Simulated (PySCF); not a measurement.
## A study: F5Sb, SMILES `F[Sb](F)(F)(F)F`

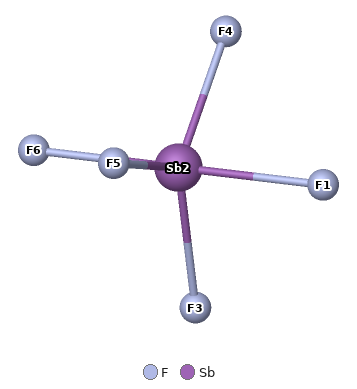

The molecule, with its atoms numbered as below. No frequency check shows the geometry to be a minimum.

Cartesian coordinates (Å):

```
F1       1.8936   -0.0027   -0.0005
Sb2     -0.0000   -0.0009   -0.0006
F3      -0.0025   -1.8415   -0.4885
F4       0.0027    1.3502   -1.3436
F5      -0.0002    0.4976    1.8378
F6      -1.8936    0.0016   -0.0020
```

### 1. Bonding charge

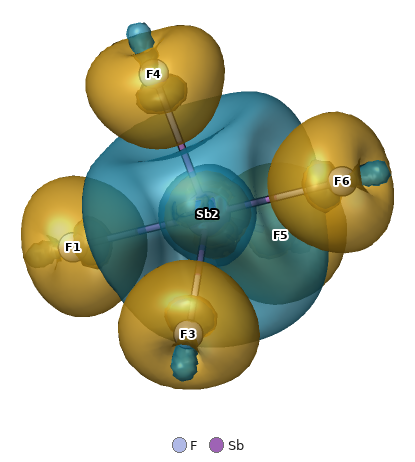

Deformation density (molecule less spherical, spin-averaged free atoms at the same positions), surfaces at ±0.04 e/Å³; yellow: gain, teal: loss.

Method: ωB97X/def2-TZVP; geometry: GFN2-xTB; program: PySCF. Core potentials replace the inner electrons of Sb; spin–orbit coupling isn't included.

**How much density has each bond gained at its critical point, relative to the free atoms?**

Sb2–F6 and F1–Sb2: +0.05 e/Å³ at the bond critical point (bond length 1.89 Å, Mayer order 1.0); up to 0.6 Å beside the axis the gain reaches +0.20 e/Å³. Sb2–F3: +0.04 e/Å³ at the bond critical point (bond length 1.90 Å, Mayer order 0.9); up to 0.6 Å beside the axis the gain reaches +0.19 e/Å³. Sb2–F5 and Sb2–F4: +0.04 e/Å³ at the bond critical point (bond length 1.91 Å, Mayer order 0.9); up to 0.6 Å beside the axis the gain reaches +0.19 e/Å³. In all, 1.6 electrons gather in the regions of gain relative to the promolecule. A small or negative value marks a very polar bond, one between electron-rich atoms, whose free-atom densities already overlap strongly, a long bond to a heavier atom, or a closed-shell contact such as a hydrogen bond.

**Where do the Hirshfeld charges lie?**

The highest Hirshfeld charge is on Sb2 (+1.01 e), the lowest on F1 and F6 (−0.21 e).

### 2. Local ionisation energy

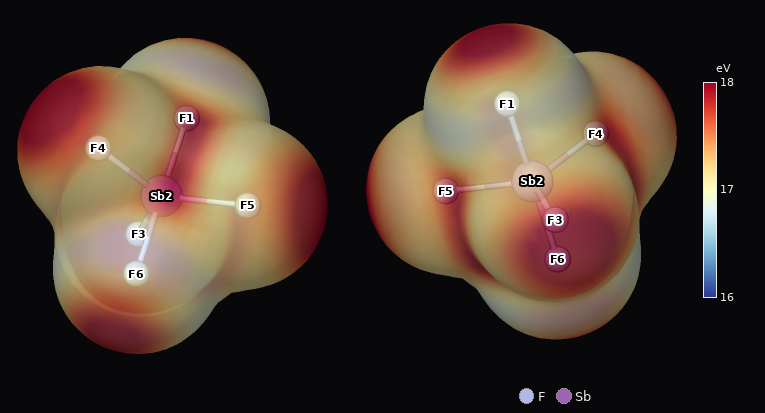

Average local ionisation energy on the surface of electron density 0.001 a.u. (back view left, front view right).

**Where are the most loosely bound electrons on this surface?**

The lowest value is 16.8 eV, 1.7 Å from F1, and at like points elsewhere. For comparison, the highest occupied orbital lies at −15.0 eV.

### 3. In an electric field

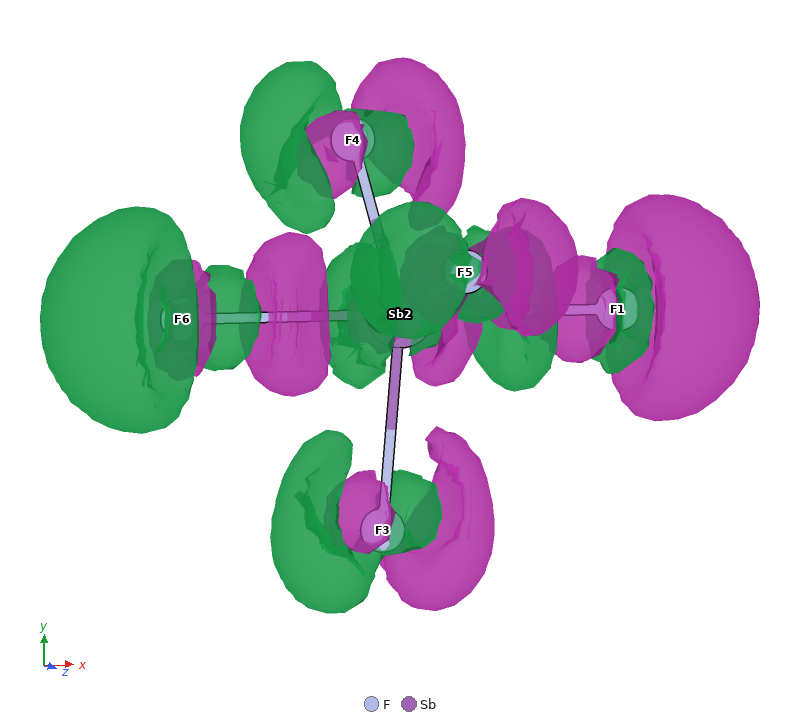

Change of the electron density in a uniform field of 0.21 V/Å, surfaces at ±0.0015 e/Å³ (green: gain, purple: loss).

Level of theory: ωB97X/def2-TZVP (PySCF), at a geometry from GFN2-xTB. Core potentials replace the inner electrons of Sb; spin–orbit coupling isn't included. A basis without diffuse functions makes polarisabilities too small.

**Along which Cartesian direction does the field point?**

Along +x: electrons gather on the −x side, against the field.

**What dipole is induced, and what polarisability does it imply?**

The induced dipole is 0.37 D (along the field); α along this axis, from the fields in both directions, is 37 bohr³ (5.4 Å³).

**Which atoms gain and lose the most charge?**

Electrons gather most on F6 (Hirshfeld charge changes by −0.012 e) and leave F1 most (+0.012 e); 0.036 electrons are displaced in all.

The PySCF runs shown took 13 s and 32 s on 1 thread of Intel(R) Xeon(R) 6975P-C (Granite Rapids), with other jobs on the host.
